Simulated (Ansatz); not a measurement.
# Mn2Cr: relaxing a made-up structure

Starting from a made-up structure for Mn2Cr, the aim is the relaxed cell, its shortest contacts and, where a second run follows, its electronic structure.

Calculated with Ansatz 0.2.0; DFT, PBEsol, plane-wave PAW, files of the set soft_1, scalar-relativistic, ferromagnetic start, cell and ions relaxed at zero pressure; PAW set soft_1, in the first sound run; inputs show where later runs differ.

## 1. The structure

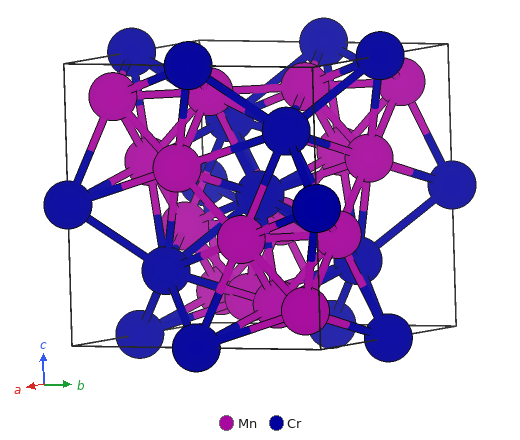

The cell as given, slightly off an axis (manganese purple, chromium blue). This picture shows the conventional cell, with its axes. Some periodic images of atoms are drawn too.

## 2. Relaxation of the guess

The guessed cell has no reason to be at equilibrium. It is relaxed with the atoms, within the space group of the guess.

The input, input.yaml:

```yaml
crystal:
  lattice:
    - [0.0, 3.36, 3.36]
    - [3.36, 0.0, 3.36]
    - [3.36, 3.36, 0.0]
  atoms:
    - { symbol: Mn, position: [0.625, 0.125, 0.625], spin: 4.0 }
    - { symbol: Mn, position: [0.625, 0.625, 0.125], spin: 4.0 }
    - { symbol: Mn, position: [0.125, 0.625, 0.625], spin: 4.0 }
    - { symbol: Mn, position: [0.625, 0.625, 0.625], spin: 4.0 }
    - { symbol: Cr, position: [0.25, 0.25, 0.25], spin: 3.0 }
    - { symbol: Cr, position: [0.0, 0.0, 0.0], spin: 3.0 }
magnetization:
  spin_polarized: true
kpoints:
  mp_grid: { grid: [7, 7, 7] }
scf:
  occupations: { method: fermi_dirac, width: 0.05 }
hamiltonian:
  xc: pbesol
  pseudopotentials: { kind: paw, azcp: { folder: soft_1 }, xc_functional: pbe }
relax:
  f_tol: 0.015
  max_steps: 70
  cell: {}
output:
  forces: true
  stress: true
```

Launch:

```sh
ansatz run input.yaml --threads 4 --pin off --max-ram 10240MiB --backend cpu --events-out ev --progress --plain --runs-dir out
```

Numbers of over 12 decimals in the logs are rounded to 6 here.

Output:

```text
Engine: ansatz 0.2.0, x86_64-unknown-linux-gnu
Pseudopotentials: kind: paw
Pseudopotential: Mn, paw, valence charge 15, recommended cutoff 420 eV (normal), soft_1/Mn.paw.azcp
Pseudopotential: Cr, paw, valence charge 14, recommended cutoff 420 eV (normal), soft_1/Cr.paw.azcp
Functional definition: PBEsol
  exchange = pbesol_x
  correlation = pbesol_c
Crystal: 6 atoms, lattice volume = 75.866 Å³
Basis set: ecut = 420 eV, 1459 PW (Γ), exchange–correlation on 64×64×64 points (8 copies of the dense FFT grid, shifted against one another)
Bands: 66, of which v1, the nominal top of the filled ones, is band 44 counted from 1 (43 counted from 0)
Symmetry: 48 space group operations
Space group: Fd-3m (ITA 227), of the structure as read, at distance tolerance 4.2e-5 Å
Magnetic group: BNS 227.128 (UNI 1630), of the structure as read, at distance tolerance 4.2e-5 Å
k-points: 20 of 343
Non-local potential: Mn, projectors of the file, l = 0: 3, l = 1: 2, l = 2: 3, l = 3: 1
Non-local potential: Cr, projectors of the file, l = 0: 3, l = 1: 2, l = 2: 3, l = 3: 1
PAW form: soft (Blöchl's): semilocal exchange-correlation on the pseudo side does not see the compensation charge
PAW frozen core: Mn, regenerated for the run's functional, and the local potential with it (the file was generated under x = pbe(κ = 0.804, μ = 0.219515), c = pbe(β = 0.066725))
PAW frozen core: Cr, regenerated for the run's functional, and the local potential with it (the file was generated under x = pbe(κ = 0.804, μ = 0.219515), c = pbe(β = 0.066725))
PAW one-centre angular grid: Mn, 590 points (default); XC on 64 Gauss nodes
PAW one-centre angular grid: Cr, 590 points (default); XC on 64 Gauss nodes
Initial density: superposition of atomic densities (chi_scale 0.1, normalization cell)
Starting moments: Σ|m| = 22 μB on 6 of 6 sites
Initial wavefunctions: pseudopotential atomic-orbital guess
Functional: x = pbesol(κ = 0.804, μ = 0.123457), c = pbesol(β = 0.046)
SCF iter   1: F=—  HF=-22163.512116 eV  |F-HF|=—  |Δ(HF+E_count)|=         —  Δρ=1.57e-1 (↑1.57e-1 ↓7.69e-2)  dr2=2.24e1  dr2_m=6.11e0  M=14.744 μB ∫|m|=14.755 μB  β_m=0.30  ethr=3.10e-3  ⟨swp⟩=5.5  Hψ=8185  notcnv=0  defer=3
Mixer restart at iter 1: flushing history
preconditioner: auto → Kerker (q_TF=auto, 2.797 Å⁻¹)  [metal: Δε(μ)=0.008 eV  Ē_g=7.733 eV  σ=0.050 eV  W_gap=0.04  n_scr=26 (ndim 8)  ℏωp=27.0 eV  f_vac=0.000  D(μ)=13.67/eV (n_scr^D=258)]
spin=Collinear: Kerker preconditioning applied to the charge; magnetization (m = ρ↑ − ρ↓) channel mixes plain (no charge-response kernel on spin).
SCF iter   2: F=—  HF=-22163.857400 eV  |F-HF|=—  |Δ(HF+E_count)|=   3.45e-1  Δρ=1.01e-1 (↑1.01e-1 ↓6.75e-2)  dr2=1.01e1  dr2_m=3.59e0  M=14.084 μB ∫|m|=14.108 μB  β_m=0.58  ethr=3.10e-3  ⟨swp⟩=2.7  Hψ=4915  notcnv=0  defer=204
SCF iter   3: F=—  HF=-22168.136268 eV  |F-HF|=—  |Δ(HF+E_count)|=    4.28e0  Δρ=6.26e-2 (↑6.26e-2 ↓5.43e-2)  dr2=9.11e-1  dr2_m=2.26e0  M=10.608 μB ∫|m|=10.817 μB  β_m=0.79  ethr=3.10e-3  ⟨swp⟩=3.0  Hψ=5011  notcnv=0  defer=198
SCF iter   4: F=—  HF=-22170.506273 eV  |F-HF|=—  |Δ(HF+E_count)|=    2.37e0  Δρ=3.16e-2 (↑2.58e-2 ↓3.16e-2)  dr2=1.21e-1  dr2_m=5.59e-1  M=8.275 μB ∫|m|=8.551 μB  β_m=0.90  ethr=1.04e-3  ⟨swp⟩=2.4  Hψ=4875  notcnv=0  defer=220
SCF iter   5: F=—  HF=-22176.168857 eV  |F-HF|=—  |Δ(HF+E_count)|=         —  Δρ=1.68e-1 (↑1.61e-1 ↓1.68e-1)  dr2=9.52e-1  dr2_m=1.85e1  M=-1.194 μB ∫|m|=7.893 μB  β_m=1.00  ethr=1.38e-4  ⟨swp⟩=3.0  Hψ=5558  notcnv=0  defer=221
Mixer restart at iter 5: flushing history
SCF iter   6: F=—  HF=-22172.341838 eV  |F-HF|=—  |Δ(HF+E_count)|=    3.83e0  Δρ=2.71e-2 (↑2.71e-2 ↓8.90e-3)  dr2=3.61e-1  dr2_m=1.18e-1  M=-0.845 μB ∫|m|=8.720 μB  β_m=0.90  ethr=5.68e-5  ⟨swp⟩=3.1  Hψ=6678  notcnv=0  defer=265
SCF iter   7: F=—  HF=-22172.384339 eV  |F-HF|=—  |Δ(HF+E_count)|=   4.25e-2  Δρ=3.69e-2 (↑3.69e-2 ↓1.09e-2)  dr2=1.42e0  dr2_m=1.32e-1  M=-1.253 μB ∫|m|=7.995 μB  β_m=0.59  ethr=5.68e-5  ⟨swp⟩=3.0  Hψ=6398  notcnv=0  defer=261  recentre
SCF iter   8: F=—  HF=-22172.061850 eV  |F-HF|=—  |Δ(HF+E_count)|=   3.22e-1  Δρ=3.32e-3 (↑3.32e-3 ↓2.99e-3)  dr2=1.50e-2  dr2_m=3.40e-3  M=-1.008 μB ∫|m|=8.465 μB  β_m=0.83  ethr=5.68e-5  ⟨swp⟩=3.0  Hψ=5869  notcnv=0  defer=261
SCF iter   9: F=—  HF=-22172.057019 eV  |F-HF|=—  |Δ(HF+E_count)|=   4.83e-3  Δρ=4.53e-3 (↑4.53e-3 ↓6.50e-4)  dr2=1.51e-2  dr2_m=3.63e-3  M=-1.004 μB ∫|m|=8.598 μB  β_m=0.91  ethr=1.71e-5  ⟨swp⟩=2.0  Hψ=4409  notcnv=0  defer=261
SCF iter  10: F=—  HF=-22172.060105 eV  |F-HF|=—  |Δ(HF+E_count)|=   3.09e-3  Δρ=2.42e-3 (↑2.42e-3 ↓8.18e-4)  dr2=9.04e-3  dr2_m=5.53e-4  M=-1.004 μB ∫|m|=8.597 μB  β_m=0.96  ethr=1.71e-5  ⟨swp⟩=2.0  Hψ=3034  notcnv=0  defer=261
SCF iter  11: F=—  HF=-22172.059758 eV  |F-HF|=—  |Δ(HF+E_count)|=   3.46e-4  Δρ=1.76e-3 (↑4.07e-4 ↓1.76e-3)  dr2=1.61e-3  dr2_m=7.85e-4  M=-1.025 μB ∫|m|=8.624 μB  β_m=0.98  ethr=1.03e-5  ⟨swp⟩=2.0  Hψ=3854  notcnv=0  defer=261
SCF iter  12: F=—  HF=-22172.059747 eV  |F-HF|=—  |Δ(HF+E_count)|=   1.09e-5  Δρ=4.76e-4 (↑3.57e-4 ↓4.76e-4)  dr2=5.35e-5  dr2_m=1.08e-4  M=-1.016 μB ∫|m|=8.636 μB  β_m=0.99  ethr=1.83e-6  ⟨swp⟩=1.9  Hψ=3206  notcnv=0  defer=261
SCF iter  13: F=—  HF=-22172.059736 eV  |F-HF|=—  |Δ(HF+E_count)|=   1.16e-5  Δρ=2.22e-4 (↑2.22e-4 ↓1.39e-4)  dr2=1.47e-5  dr2_m=1.89e-5  M=-1.014 μB ∫|m|=8.641 μB  β_m=0.99  ethr=6.08e-8  ⟨swp⟩=2.0  Hψ=3506  notcnv=0  defer=261
SCF iter  14: F=—  HF=-22172.059723 eV  |F-HF|=—  |Δ(HF+E_count)|=   1.25e-5  Δρ=3.16e-5 (↑3.16e-5 ↓2.20e-5)  dr2=1.21e-7  dr2_m=4.84e-7  M=-1.014 μB ∫|m|=8.640 μB  β_m=1.00  ethr=1.67e-8  ⟨swp⟩=2.0  Hψ=3673  notcnv=0  defer=261
SCF iter  15: F=—  HF=-22173.623849 eV  |F-HF|=—  |Δ(HF+E_count)|=         —  Δρ=9.70e-2 (↑9.70e-2 ↓9.29e-2)  dr2=1.93e-2  dr2_m=6.26e0  M=-4.382 μB ∫|m|=4.637 μB  β_m=1.00  ethr=1.37e-10  ⟨swp⟩=2.0  Hψ=4434  notcnv=0  defer=261
Mixer restart at iter 15: flushing history
SCF iter  16: F=—  HF=-22172.341775 eV  |F-HF|=—  |Δ(HF+E_count)|=    1.28e0  Δρ=5.86e-2 (↑5.86e-2 ↓5.57e-2)  dr2=9.24e-3  dr2_m=2.27e0  M=-1.665 μB ∫|m|=6.208 μB  β_m=1.00  ethr=5.68e-5  ⟨swp⟩=2.5  Hψ=5182  notcnv=0  defer=261
SCF iter  17: F=—  HF=-22172.078600 eV  |F-HF|=—  |Δ(HF+E_count)|=   2.63e-1  Δρ=2.39e-2 (↑1.89e-2 ↓2.39e-2)  dr2=2.33e-2  dr2_m=3.16e-1  M=-1.273 μB ∫|m|=7.401 μB  β_m=1.00  ethr=1.05e-5  ⟨swp⟩=2.1  Hψ=5422  notcnv=0  defer=261
SCF iter  18: F=—  HF=-22172.088951 eV  |F-HF|=—  |Δ(HF+E_count)|=   1.04e-2  Δρ=1.74e-2 (↑1.74e-2 ↓2.92e-3)  dr2=1.65e-1  dr2_m=6.18e-2  M=-0.967 μB ∫|m|=8.400 μB  β_m=1.00  ethr=1.05e-5  ⟨swp⟩=2.4  Hψ=5214  notcnv=0  defer=261
[...]
SCF 3 converged in 12 iterations: F = -22172.470666 eV  dr2 = 2.14e-7
relax step   3: F+E_penalty+E_count = -22172.47066624 eV  Δ(F+E_penalty+E_count) = +3.393e-1 eV  max|allowed force component| = 3.855e-18 eV/Å  Δτ_max = 0.0000 Å  P = +32.352 GPa  Ω = 59.684 Å³  energy of the carried Pulay correction = +3.027e-2 eV  (12 SCF iters, dr2 threshold 6.00e-7 eV, rejected (line search))
[...]
relax step   4: F+E_penalty+E_count = -22172.98986208 eV  Δ(F+E_penalty+E_count) = -1.799e-1 eV  max|allowed force component| = 8.674e-18 eV/Å  Δτ_max = 0.0000 Å  P = -2.761 GPa  Ω = 66.096 Å³  energy of the carried Pulay correction = +1.745e-2 eV  (19 SCF iters, accepted)
[...]
relax step   5: F+E_penalty+E_count = -22172.99661677 eV  Δ(F+E_penalty+E_count) = -6.755e-3 eV  max|allowed force component| = 1.234e-17 eV/Å  Δτ_max = 0.0000 Å  P = -0.115 GPa  Ω = 65.480 Å³  energy of the carried Pulay correction = +1.863e-2 eV  (12 SCF iters, dr2 threshold 6.00e-7 eV, accepted)
[...]
relax step   6: F+E_penalty+E_count = -22172.99667745 eV  Δ(F+E_penalty+E_count) = -6.068e-5 eV  max|allowed force component| = 1.079e-17 eV/Å  Δτ_max = 0.0000 Å  P = +0.002 GPa  Ω = 65.453 Å³  energy of the carried Pulay correction = +1.868e-2 eV  (12 SCF iters, dr2 threshold 3.29e-8 eV, accepted)
[...]
relax step   7: F+E_penalty+E_count = -22172.98067978 eV  Δ(F+E_penalty+E_count) = +1.600e-2 eV  max|allowed force component| = 1.330e-17 eV/Å  Δτ_max = 0.0000 Å  P = -0.084 GPa  Ω = 65.453 Å³  stress off target by 8.38e-2 GPa  SCF on the basis re-selected at this cell (its energy is not comparable with the rows above)  (12 SCF iters)
[...]
relax step   8: F+E_penalty+E_count = -22172.98072804 eV  Δ(F+E_penalty+E_count) = -4.826e-5 eV  max|allowed force component| = 1.265e-17 eV/Å  Δτ_max = 0.0000 Å  P = +0.000 GPa  Ω = 65.434 Å³  energy of the carried Pulay correction = +4.330e-5 eV  (12 SCF iters, dr2 threshold 1.75e-8 eV, accepted)
iter 1 solved again at ethr=4.72e-8 eV; its pass at ethr=3.10e-3 eV (dr2=4.15e-5 eV) is discarded
SCF iter   1: F=—  HF=-22172.980733 eV  |F-HF|=—  |Δ(HF+E_count)|=         —  Δρ=5.53e-7 (↑5.53e-7 ↓5.42e-7)  dr2=5.86e-10  dr2_m=2.12e-12  M=-0.000 μB ∫|m|=0.000 μB  β_m=0.65  ethr=4.72e-8  ⟨swp⟩=3.1  Hψ=15110  notcnv=0
eigensolver tolerance schedule: the retry pair's looser diagonalisation over-reported the residual by 70862.55 of it (diagonalisation noise at an unbounded share of the residual, at the tolerance the schedule requests for it); recorded, not acted on — ethr = c·dr2/N_el stays at c = 1.0e-1
preconditioner: auto → none  [metal: Δε(μ)=0.048 eV  Ē_g=7.474 eV  σ=0.050 eV  W_gap=0.23  n_scr=8 (ndim 8)  ℏωp=29.0 eV  f_vac=0.000  D(μ)=7.77/eV (n_scr^D=112)]
SCF iter   2: F=—  HF=-22172.980728 eV  |F-HF|=—  |Δ(HF+E_count)|=   4.94e-6  Δρ=6.90e-7 (↑6.88e-7 ↓6.90e-7)  dr2=8.41e-10  dr2_m=4.14e-13  M=-0.000 μB ∫|m|=0.000 μB  β_m=0.30  ethr=1.00e-12  ⟨swp⟩=3.2  Hψ=5994  notcnv=0
SCF iter   3: F=—  HF=-22172.980728 eV  |F-HF|=—  |Δ(HF+E_count)|=  3.57e-10  Δρ=2.58e-7 (↑2.50e-7 ↓2.58e-7)  dr2=1.59e-10  dr2_m=3.11e-13  M=-0.000 μB ∫|m|=0.000 μB  β_m=0.28  ethr=1.00e-12  ⟨swp⟩=2.0  Hψ=3224  notcnv=0
SCF iter   4: F=—  HF=-22172.980728 eV  |F-HF|=—  |Δ(HF+E_count)|=  2.91e-11  Δρ=1.84e-7 (↑1.81e-7 ↓1.84e-7)  dr2=7.83e-11  dr2_m=9.15e-13  M=-0.000 μB ∫|m|=0.000 μB  β_m=0.64  ethr=1.00e-12  ⟨swp⟩=1.0  Hψ=2640  notcnv=0
SCF iter   5: F=—  HF=-22172.980728 eV  |F-HF|=—  |Δ(HF+E_count)|=  1.82e-11  Δρ=4.18e-8 (↑2.69e-8 ↓4.18e-8)  dr2=3.28e-12  dr2_m=3.24e-13  M=-0.000 μB ∫|m|=0.000 μB  β_m=0.82  ethr=1.00e-12  ⟨swp⟩=1.0  Hψ=2640  notcnv=0
SCF iter   6: F=-22172.980728 eV  HF=-22172.980728 eV  |F-HF|=1.46e-11  |Δ(HF+E_count)|=  3.64e-12  Δρ=6.57e-8 (↑6.44e-8 ↓6.57e-8)  dr2=1.11e-11  dr2_m=7.24e-15  M=-0.000 μB ∫|m|=0.000 μB  ethr=1.00e-12  ⟨swp⟩=2.0  Hψ=7204  notcnv=0
the starting moments were not kept: the SCF closed with an absolute magnetisation of 2.5e-6 μB, where they sum to 22 μB in size (6 sites). That is at most 0.1 of that sum. Measured as dr2_m measures the in/out step, that magnetisation stands 1.5e-12 eV from none, at or under the dr2_threshold of 6.0e-11 eV: it is no larger than a step whose dr2_m would equal this threshold.
SCF 9 converged in 6 iterations: F = -22172.980728 eV  dr2 = 1.11e-11
relax step   9: F+E_penalty+E_count = -22172.98072804 eV  Δ(F+E_penalty+E_count) = -4.999e-9 eV  max|allowed force component| = 6.240e-18 eV/Å  Δτ_max = 0.0000 Å  P = -0.001 GPa  Ω = 65.434 Å³  stress off target by 6.40e-4 GPa  SCF on the basis re-selected at this cell (its energy is not comparable with the rows above)  (6 SCF iters)
basis re-selected at this cell: Δ(F+E_penalty+E_count) = -4.999e-9 eV, ΔP = -0.001 GPa vs the last step (what re-selecting the basis moved, of the pressure what is left beyond the Pulay correction that the steps carried, after the strain that the cell walked since its last selection, with what the two solves' SCF thresholds leave and, on support functions, any second-order correction that the steps lacked; it is no m [...]
SCF converged after 6 iterations
Magnetization: -0.0000 μB (44.0000 up, 44.0000 down)
Absolute magnetization: 0.0000 μB (∫|ρ↑−ρ↓|, with the PAW one-centre terms)
Spin contamination: 0.0000 ħ² per cell (⟨S²⟩ above its minimum at these occupations)
Per-site moments (μB) at R_I (Å): [(2.093300396920527e-7, 0.932897), (2.093300398454839e-7, 0.932897), (2.0933003988236372e-7, 0.932897), (2.0933003987780144e-7, 0.932897), (-7.810235079117301e-7, 1.093919), (-7.81023507846133e-7, 1.093919)]
Free energy (F): -22172.980728 eV
Harris-Foulkes:  -22172.980728 eV  (|F-HF|=1.46e-11)
Internal energy: -22172.915717 eV  (E = F + TS)
E sigma→0 (E₀):  -22172.948223 eV
Entropy (-TS):   -0.065011 eV (-10.835 meV/atom)
Fermi energy:    19.983855 eV
--- Per-component energies (eV) ---
  E_band       = -924.138646
  E_kinetic    = 1898.548623
  E_local      = -9646.732408  (includes V_loc(G=0)·N_el)
  E_nonlocal   = 1901.361057
  E_hartree    = 3848.248234
  E_xc         = -675.509028
  E_vxc        = -866.537775  (∫ρ·V_xc dr)
  E_paw        = -7554.736585  (= ΣΔE_a)
  E_vpaw       = -1907.276696  (= ΣTr[D̂ρ^β])
  E_aug_tail   = 0.002168  (compensation charges beyond the density's cutoff)
  E_ewald      = -11945.096380
  E_core_change = 0.998602  (= ΣΔE_core)
  E_smearing   = -0.065011  (= −TS)
  E_closure    = 0.000000  (closes the sum)
  Σ components = -22172.980728   (vs F -22172.980728, Δ=0.00e0)
--- Forces (eV/Å), atoms counted from 1 ---
  atom   1  Mn    -0.00000000     0.00000000    -0.00000000
  atom   2  Mn    -0.00000000     0.00000000     0.00000000
  atom   3  Mn    -0.00000000     0.00000000     0.00000000
  atom   4  Mn    -0.00000000     0.00000000    -0.00000000
  atom   5  Cr     0.00000000    -0.00000000    -0.00000000
  atom   6  Cr     0.00000000     0.00000000     0.00000000
  max |Σ_I F_I| component: 4.63e-18 eV/Å
--- Stress (GPa, compression-positive) ---
       -0.000640       0.000000       0.000000
        0.000000      -0.000640       0.000000
        0.000000       0.000000      -0.000640
  P = ⅓ Tr σ = -0.0006 GPa (-0.006 kbar)
--- Relaxed structure (7 steps of the walk, 6 accepted, 2 SCFs on fresh bases) ---
  F+E_penalty+E_count = -22172.98072804 eV   max|allowed force component| = 6.240e-18 eV/Å   (the final SCF, on the basis selected at the relaxed cell)
  cell:  # Å, volume = 65.4342 Å³
    - [0, 3.198342, 3.198342]
    - [3.198342, 0, 3.198342]
    - [3.198342, 3.198342, 0]
  atoms:
    - { symbol: Mn, position: [0.625000, 0.125000, 0.625] }
    - { symbol: Mn, position: [0.625000, 0.625000, 0.125000] }
    - { symbol: Mn, position: [0.125000, 0.625000, 0.625] }
    - { symbol: Mn, position: [0.625000, 0.625000, 0.625000] }
    - { symbol: Cr, position: [0.25, 0.25, 0.25] }
    - { symbol: Cr, position: [0, 0, 0] }
```

It took 58 s on 4 threads of Intel Xeon Platinum 8488C (Sapphire Rapids), shared host; peak memory 0.66 GiB.

Step by step:

```
step  energy less that of the first step (eV)  largest force component (eV/Å)  pressure (GPa)  volume (Å³)
   1                                   0.0000                          0.0000          -21.25        75.87
   2                                  -0.7503                          0.0000          -13.80        69.27
   3                                  -0.4109                          0.0000           32.35        59.68
   4                                  -0.9301                          0.0000           -2.76        66.10
   5                                  -0.9369                          0.0000           -0.11        65.48
   6                                  -0.9370                          0.0000            0.00        65.45
  7*                                  -0.9210                          0.0000           -0.08        65.45
   8                                  -0.9210                          0.0000            0.00        65.43
  9*                                  -0.9210                          0.0000            0.00        65.43
```

Relaxation steps marked * repeat the geometry before them on a plane-wave basis chosen anew for their cell, so energy and pressure can jump there. Relaxation step 3 was tried and not accepted.

The run keeps the 48 symmetry operations that it works with, so distortions that break them were not tested.

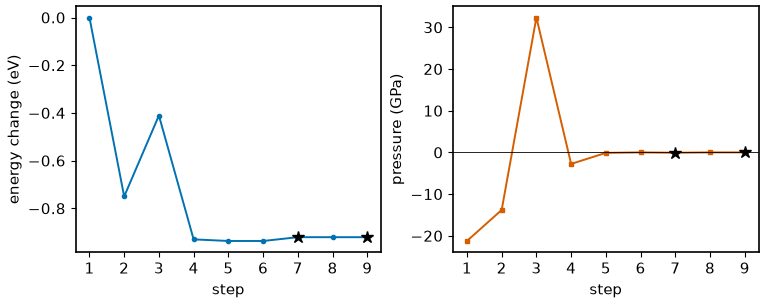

Energy and pressure along the relaxation. Stars mark steps on a basis chosen anew.

```
conventional cell, symmetrised  before  after   change
                         a (Å)   6.720  6.397   -4.8 %
                         b (Å)   6.720  6.397   -4.8 %
                         c (Å)   6.720  6.397   -4.8 %
              volume (Å³/atom)   12.64  10.91  -13.8 %
```

Numbers from this step:

```yaml
free_energy: -22172.9807 eV
energy_at_zero_smearing: -22172.9482 eV
smearing_term_ts: 0.06501 eV
fermi_energy: 19.98 eV
electrons: 88
symmetry_operations: 48
pressure: -6.40e-4 GPa
```

Shortest distances by pair of elements, guess and relaxed (not always the same contact):

```
 pair  guess (Å)  relaxed (Å)
Mn–Mn      2.376        2.262
Cr–Mn      2.786        2.652
Cr–Cr      2.910        2.770
```

The relaxation ends with a pressure of 0.00 GPa. No moment survives the cycle: this start ends non-magnetic.

(Part 1 of 2 ends here.)

[Logs are printed without paths, hosts, clocks, repeated set-up lines and the standing remarks that a program may print on its own settings, such as how far it seeks lower states.]

[Hosts, paths, dates, database ids (printed as entryN), source tags and the programs' standing remarks are cut or masked in the printed files.]
